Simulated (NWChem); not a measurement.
**C3H6F2 (1,3-difluoropropane) at 5 levels**

We compute a comparison of 5 runs (B2PLYP/cc-pVDZ, BHLYP/cc-pVDZ, CAM-B3LYP/cc-pVDZ, M06-2X/cc-pVDZ, wB97X/cc-pVDZ) of C3H6F2 (1,3-difluoropropane). 

The results are computed with NWChem 7.3.0.

### 1 Starting point

The species is C3H6F2 (11 atoms), meant as a singlet with charge 0. As SMILES, `FCCCF`. One bond was lengthened or shortened from a relaxed shape.

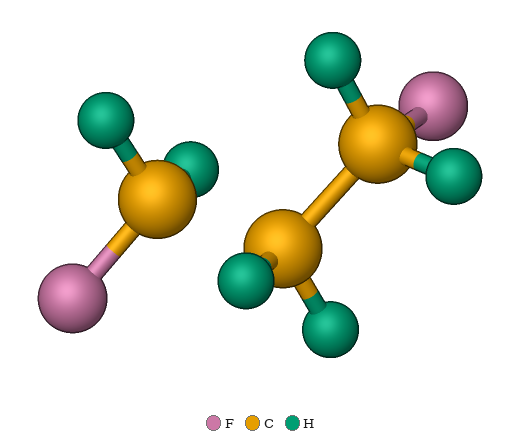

The structure, seen from a chosen angle (fluorine pink, carbon amber, hydrogen teal).

### 2 A single-point energy at B2PLYP/cc-pVDZ (run 1)

work.nw reads:

```
start work
title "C3H6F2 energy"
memory total 2200 mb

geometry units angstrom noautosym nocenter noautoz
   F       -2.015456       1.627666      -0.003818
   C       -0.766356       1.195666       0.403882
   C       -0.375000      -0.298800      -0.387800
   C        0.967500      -0.838200       0.034700
   F        1.975600       0.040200      -0.331200
   H       -0.795556       1.070266       1.491882
   H       -0.043056       1.976766       0.157382
   H       -0.388200      -0.154300      -1.471600
   H       -1.138100      -1.046200      -0.147100
   H        1.026200      -0.968100       1.120800
   H        1.173400      -1.798000      -0.445900
end

basis spherical bse
   * library cc-pVDZ
end

dft
   xc hfexch 0.53 becke88 0.47 lyp 0.73 mp2 0.27
   dftmp2 semidirect
   grid fine
   convergence energy 1e-08
   iterations 100
   mulliken
   print medium
end

mp2
   freeze core 5
end

task dft energy
```

Run with:

```console
$ nwchem work.nw > work.out
```

The program printed:

```text
[...]
          Wavefunction type:  closed shell.
          No. of atoms     :    11
          No. of electrons :    42
[...]
          Charge           :     0
          Spin multiplicity:     1
[...]
          AO basis - number of functions:   100
[...]
              XC Information
              --------------
                     Hartree-Fock (Exact) Exchange  0.530
                    Becke 1988 Exchange Functional  0.470
              Lee-Yang-Parr Correlation Functional  0.730
[...]
 d= 0,ls=0.0,diis     1   -316.9689797166 -4.96D+02  8.26D-03  6.81D-01     2.4
[...]
 d= 0,ls=0.0,diis    10   -317.0520701685 -2.64D-10  2.12D-07  5.35D-10    20.1
         Total DFT energy =     -317.052070168508
      One electron energy =     -791.872617029734
           Coulomb energy =      334.759284555450
    Exchange-Corr. energy =      -38.920734354504
 Nuclear repulsion energy =      178.981996660280
[...]
      Total Density - Mulliken Population Analysis
     ---------------------------------------------
    Atom       Charge   Shell Charges
 -----------   ------   -------------------------------------------------------
    1 F    9     9.29   2.00  0.90  1.01  3.33  2.04  0.01
    2 C    6     5.76   2.01  0.68  0.39  1.92  0.64  0.11
    3 C    6     6.13   2.01  0.66  0.47  2.04  0.88  0.06
    4 C    6     5.73   2.01  0.68  0.33  1.99  0.60  0.13
    5 F    9     9.30   2.00  0.89  1.02  3.33  2.04  0.01
    6 H    1     0.97   0.76  0.18  0.03
    7 H    1     0.96   0.76  0.17  0.03
    8 H    1     0.95   0.75  0.17  0.03
    9 H    1     0.96   0.75  0.18  0.03
   10 H    1     0.98   0.77  0.18  0.03
[...]
  Basis functions       =    100
[...]
```

Wall time 24 s (1 thread of Intel Xeon 6975P-C (Granite Rapids), shared host); peak memory 0.34 GiB.

### 3 The energy at BHLYP/cc-pVDZ (run 2)

mol.nw reads:

```
start mol
memory 2200 mb

geometry units bohr noautosym nocenter noautoz
F     -3.80865986     3.07584296    -0.00721497
C     -1.44820295     2.25948128     0.76322637
C     -0.70864730    -0.56465017    -0.73283579
C      1.82831003    -1.58396844     0.06557350
F      3.73334293     0.07596699    -0.62587729
H     -1.50338296     2.02250962     2.81924839
H     -0.08136405     3.73554635     0.29740888
H     -0.73359168    -0.29158474    -2.78092096
H     -2.15069730    -1.97703147    -0.27797871
H      1.93923695    -1.82944386     2.11800504
H      2.21740463    -3.39772757    -0.84262888
end

basis spherical bse
* library cc-pVDZ
end

dft
xc bhlyp
mult 1
grid fine
convergence energy 1e-08
maxiter 100
mulliken
print medium
end

task dft energy
```

Run with:

```console
$ nwchem mol.nw > mol.out
```

The program printed:

```text
[...]
          Wavefunction type:  closed shell.
          No. of atoms     :    11
          No. of electrons :    42
[...]
          Charge           :     0
          Spin multiplicity:     1
[...]
          AO basis - number of functions:   100
[...]
              XC Information
              --------------
                        BHLYP Method XC Functional
                     Hartree-Fock (Exact) Exchange  0.500
                        Slater Exchange Functional  0.500 local
                    Becke 1988 Exchange Functional  0.500 non-local
              Lee-Yang-Parr Correlation Functional  1.000
[...]
 d= 0,ls=0.0,diis     1   -317.3623248855 -4.96D+02  8.54D-03  6.91D-01     2.4
[...]
 d= 0,ls=0.0,diis    10   -317.4464165923 -2.34D-10  2.16D-07  5.17D-10    20.4
         Total DFT energy =     -317.446416592295
      One electron energy =     -791.974183312789
           Coulomb energy =      334.866799245343
    Exchange-Corr. energy =      -39.321016266529
 Nuclear repulsion energy =      178.981983741679
[...]
      Total Density - Mulliken Population Analysis
     ---------------------------------------------
    Atom       Charge   Shell Charges
 -----------   ------   -------------------------------------------------------
    1 F    9     9.28   2.00  0.90  1.01  3.34  2.03  0.01
    2 C    6     5.77   2.01  0.68  0.39  1.93  0.65  0.11
    3 C    6     6.13   2.01  0.66  0.47  2.05  0.88  0.06
    4 C    6     5.74   2.01  0.68  0.33  1.99  0.60  0.13
    5 F    9     9.29   2.00  0.89  1.01  3.34  2.04  0.01
    6 H    1     0.97   0.76  0.18  0.03
    7 H    1     0.95   0.76  0.17  0.03
    8 H    1     0.95   0.75  0.17  0.03
    9 H    1     0.96   0.75  0.18  0.03
   10 H    1     0.98   0.77  0.18  0.03
[...]
```

Wall time 21 s (1 thread of Intel Xeon 6975P-C (Granite Rapids), shared host); peak memory 0.12 GiB.

Runs 3 to 4 aren't shown in full; the table further down has their settings and results.

### 4 A single-point energy at wB97X/cc-pVDZ (run 5)

c3h6f2.nw reads:

```
START c3h6f2
TITLE "C3H6F2 energy"
memory total 2200 mb

GEOMETRY noautosym nocenter noautoz
  F     -2.015456     1.627666    -0.003818
  C     -0.766356     1.195666     0.403882
  C     -0.375000    -0.298800    -0.387800
  C      0.967500    -0.838200     0.034700
  F      1.975600     0.040200    -0.331200
  H     -0.795556     1.070266     1.491882
  H     -0.043056     1.976766     0.157382
  H     -0.388200    -0.154300    -1.471600
  H     -1.138100    -1.046200    -0.147100
  H      1.026200    -0.968100     1.120800
  H      1.173400    -1.798000    -0.445900
END

BASIS spherical bse
  * library cc-pVDZ
END

DFT
  xc wb97x
  grid fine
  convergence energy 1e-08
  iterations 100
  mulliken
  print medium
END

TASK dft
```

Run with:

```console
$ nwchem c3h6f2.nw > c3h6f2.out
```

The program printed:

```text
[...]
          Wavefunction type:  closed shell.
          No. of atoms     :    11
          No. of electrons :    42
[...]
          Charge           :     0
          Spin multiplicity:     1
[...]
          AO basis - number of functions:   100
[...]
              XC Information
              --------------
                       wb97x  Method XC Functional
                     Hartree-Fock (Exact) Exchange  1.000
                         wb97x Exchange Functional  1.000
                      wb97x Correlation Functional  1.000
[...]
 d= 0,ls=0.0,diis     1   -317.4313977440 -4.96D+02  8.86D-03  7.95D-01     5.3
[...]
 d= 0,ls=0.0,diis    10   -317.5226243201 -7.64D-10  4.23D-07  1.34D-09    54.3
         Total DFT energy =     -317.522624320142
      One electron energy =     -791.889840922538
           Coulomb energy =      334.744731325871
    Exchange-Corr. energy =      -39.359511383755
 Nuclear repulsion energy =      178.981996660280
[...]
      Total Density - Mulliken Population Analysis
     ---------------------------------------------
    Atom       Charge   Shell Charges
 -----------   ------   -------------------------------------------------------
    1 F    9     9.24   2.01  0.89  1.00  3.33  2.01  0.01
    2 C    6     5.81   2.01  0.68  0.41  1.95  0.66  0.11
    3 C    6     6.15   2.01  0.65  0.47  2.06  0.89  0.05
    4 C    6     5.79   2.01  0.68  0.35  2.01  0.62  0.12
    5 F    9     9.25   2.01  0.89  1.00  3.33  2.01  0.01
    6 H    1     0.97   0.76  0.18  0.03
    7 H    1     0.95   0.76  0.17  0.03
    8 H    1     0.94   0.74  0.17  0.03
    9 H    1     0.96   0.74  0.18  0.03
   10 H    1     0.98   0.76  0.19  0.03
[...]
```

Wall time 55 s (1 thread of Intel Xeon 6975P-C (Granite Rapids), shared host); peak memory 0.12 GiB.

### 5 Overview of the runs

| run | level | frozen core orbitals | energy (Eh) | dipole moment (D) | HOMO energy (eV) | LUMO energy (eV) | wall time |
| --- | --- | --- | --- | --- | --- | --- | --- |
| 1 | B2PLYP/cc-pVDZ | 5 | -317.310107 | 1.93 | -10.10 | 2.83 | 24 s |
| 2 | BHLYP/cc-pVDZ | – | -317.446417 | 1.93 | -10.15 | 2.53 | 21 s |
| 3 | CAM-B3LYP/cc-pVDZ | – | -317.475521 | 1.78 | – | – | 52 s |
| 4 | M06-2X/cc-pVDZ | – | -317.471786 | 1.83 | -10.06 | 2.63 | 25 s |
| 5 | wB97X/cc-pVDZ | – | -317.522624 | 1.80 | -11.07 | 4.01 | 55 s |

### 6 Summary of results

```
            quantity          value
 run 5: total energy  -317.52262 Eh
run 5: dipole moment         1.80 D
  run 5: HOMO energy      -11.07 eV
  run 5: LUMO energy        4.01 eV
run 5: HOMO–LUMO gap       15.08 eV
```

What this shows: The dipole moment (its size) runs from 1.78 D (CAM-B3LYP/cc-pVDZ) to 1.93 D (BHLYP/cc-pVDZ). Over runs 1, 2, 4, 5 the HOMO–LUMO gap runs from 12.68 eV (BHLYP/cc-pVDZ) to 15.08 eV (wB97X/cc-pVDZ). Totals of different functionals can't be ranked against each other. All runs together took 3 min, the longest 55 s.
